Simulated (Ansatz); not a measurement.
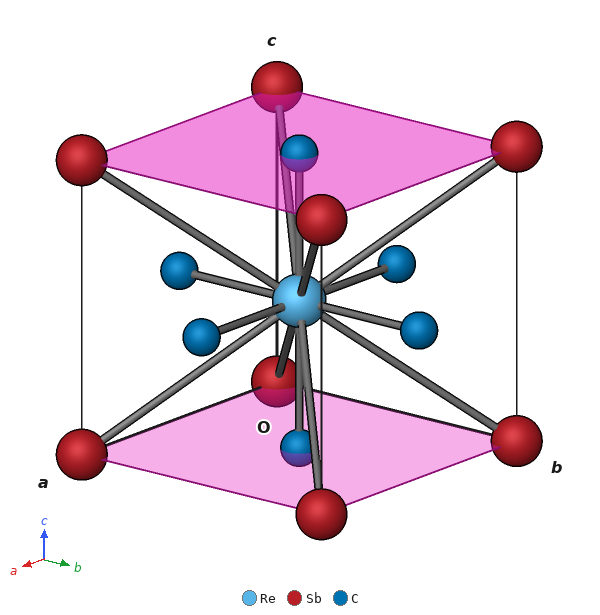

Crystal: ReSbC3, coordinates from a relaxation with DFT PBE, scalar-relativistic, plane waves, PAW (Ansatz); the starting structure was generated, so it need not be a known form of this composition. Every member of one family of equally spaced planes, hx + ky + lz = a whole number, that cuts the unit cell is shaded (one member passes through the origin O). The drawing is computed from the coordinates (standard cell, symmetry found to 0.002 Å).

a = 4.078 Å, b = 4.078 Å, c = 4.078 Å, α = 90.00°, β = 90.00°, γ = 90.00°.

Which (hkl) family is drawn?

(0 0 1); the opposite sign names the same planes. The member next to the origin meets the axes a never, b never, c at 1.

What is the spacing?

d = 4.078 Å.

Which atoms of the cell lie in these planes (within 0.03 Å)?

The Sb atom, 1 of the 3 C.
